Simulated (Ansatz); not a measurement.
Ga$_{4}$PN$_{3}$

```yaml
crystal:
  lattice:
    - [3.33538, 0.00000, 0.00000]
    - [-1.66769, 2.88852, 0.00000]
    - [0.00000, 0.00000, 33.21245]
  atoms:
    - { symbol: N, position: [0.00000, 0.00000, 0.00657] }
    - { symbol: N, position: [0.66667, 0.33333, 0.33990] }
    - { symbol: N, position: [0.33333, 0.66667, 0.67323] }
    - { symbol: N, position: [0.66667, 0.33333, 0.08317] }
    - { symbol: N, position: [0.33333, 0.66667, 0.41650] }
    - { symbol: N, position: [0.00000, 0.00000, 0.74984] }
    - { symbol: N, position: [0.33333, 0.66667, 0.15997] }
    - { symbol: N, position: [0.00000, 0.00000, 0.49330] }
    - { symbol: N, position: [0.66667, 0.33333, 0.82664] }
    - { symbol: P, position: [0.00000, 0.00000, 0.24864] }
    - { symbol: P, position: [0.66667, 0.33333, 0.58198] }
    - { symbol: P, position: [0.33333, 0.66667, 0.91531] }
    - { symbol: Ga, position: [0.66667, 0.33333, 0.02444] }
    - { symbol: Ga, position: [0.33333, 0.66667, 0.35777] }
    - { symbol: Ga, position: [0.00000, 0.00000, 0.69110] }
    - { symbol: Ga, position: [0.33333, 0.66667, 0.10111] }
    - { symbol: Ga, position: [0.00000, 0.00000, 0.43444] }
    - { symbol: Ga, position: [0.66667, 0.33333, 0.76778] }
    - { symbol: Ga, position: [0.00000, 0.00000, 0.17806] }
    - { symbol: Ga, position: [0.66667, 0.33333, 0.51139] }
    - { symbol: Ga, position: [0.33333, 0.66667, 0.84472] }
    - { symbol: Ga, position: [0.66667, 0.33333, 0.28138] }
    - { symbol: Ga, position: [0.33333, 0.66667, 0.61471] }
    - { symbol: Ga, position: [0.00000, 0.00000, 0.94805] }
```

Space group R3m; started from the ordered alloy on zincblende lattice prototype, which need not be the ambient phase; computed pressure about 5 GPa in this cell.

Computed with DFT, PBE, plane waves, PAW (Ansatz 0.2.0).

The density is the valence pseudo-density of a PAW calculation; it isn't the true density close to the nuclei.

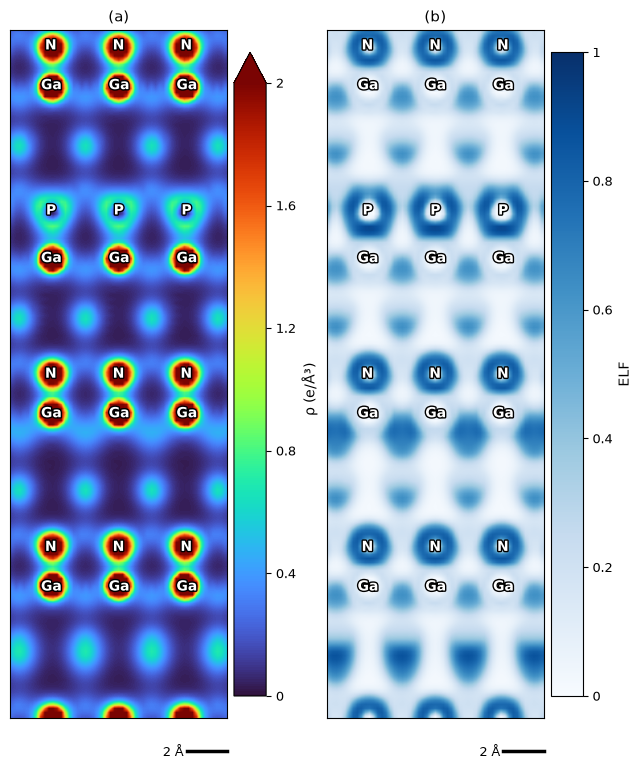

Figure 1. (a) valence electron density; (b) electron localisation function on the (100) plane of the conventional cell.

Q: What do the fields say about this system?

A: The section cuts through N, P and Ga sites.
Ga–N (1.95 Å): the density is about 0.77 e/Å³ at the midpoint; the ELF peaks at about 0.85 in the valence shell of N, 0.7 Å from its nucleus, and is about 0.50 at the midpoint.
Ga–P (2.34 Å): ρ at the midpoint is about 0.55 e/Å³; the ELF peaks at about 0.90 in the valence shell of P, 0.8 Å from its nucleus, and is about 0.75 at the midpoint.
Between the atoms the lowest density in this plane is 0.03 e/Å³.

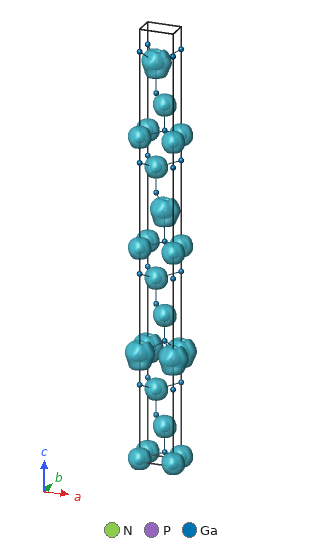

Figure 2. Isosurface of the ELF at 0.7 (cyan), seen slightly off an axis. Only the valence region is drawn (cores and ρ < 0.01 e/Å³ removed). Sticks mark near contacts.

Q: Identify the bonds, lone pairs and shells in this picture.

A: At this value the surface marks out three regions on P in which the atom's valence shell and bonds are merged and nine regions wrapped around N (the valence shell of each), counted in one cell of 24 atoms. Any copies at cell faces, edges or corners count once. Profiles from the grid: Ga–N (1.94 Å): the ELF peaks at about 0.85 in the valence shell of N, 0.7 Å from its nucleus, and is about 0.50 at the midpoint. Ga–P (2.21 Å): the ELF peaks at about 0.90 in the valence shell of P, 0.8 Å from its nucleus, and is about 0.75 at the midpoint.
